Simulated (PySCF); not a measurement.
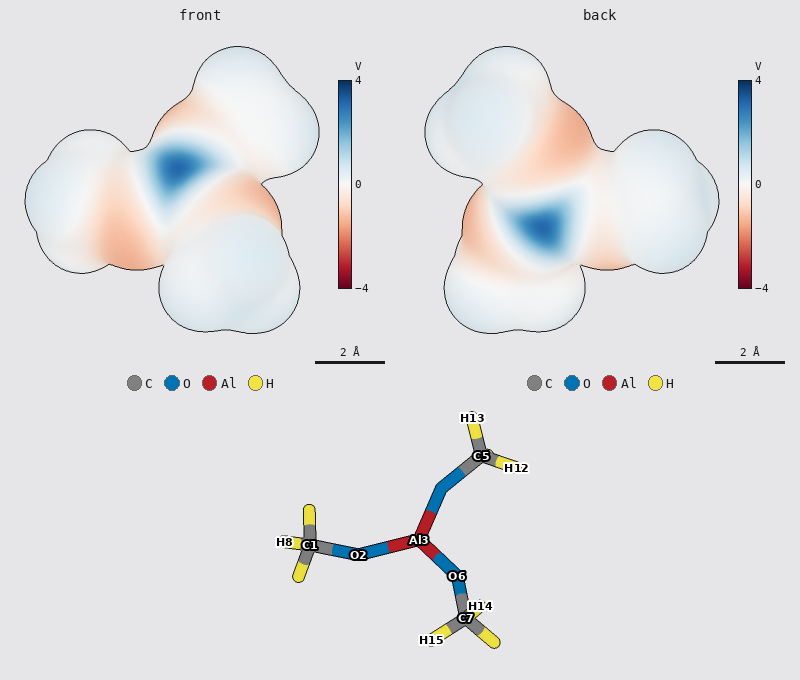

C3H9AlO3. The molecular electrostatic potential painted on the density surface at 0.002 e/bohr³, seen from the front and from behind; the colour scale runs from red (negative) to blue (positive). The bare structure is drawn below in the same view.

Geometry: GFN2-xTB.

Theory: PBE0/pcSseg-1, SCF density, gas phase, non-relativistic (PySCF 2.14.0).

```
atom    x (Å)    y (Å)    z (Å)
   C   2.7789  -1.0175   0.1451
   O   1.6475  -0.1962   0.1755
  Al   0.0017  -0.0018   0.2045
   O  -0.9909  -1.3298   0.2035
   C  -2.2714  -1.8920   0.2127
   O  -0.6530   1.5208   0.2357
   C  -0.5091   2.9117   0.2521
   H   3.4034  -0.7985   1.0158
   H   3.3485  -0.8125  -0.7657
   H   2.5086  -2.0748   0.1609
   H  -2.4165  -2.4758  -0.7007
   H  -3.0462  -1.1252   0.2679
   H  -2.3673  -2.5531   1.0784
   H  -0.9770   3.3114   1.1562
   H   0.5416   3.2063   0.2389
   H  -1.0064   3.3360  -0.6247
```

### Where is the surface potential most negative and most positive?

The most negative region (about −1.3 V) lies over O2, O4 and O6, the most positive (about +2.9 V) over Al3.
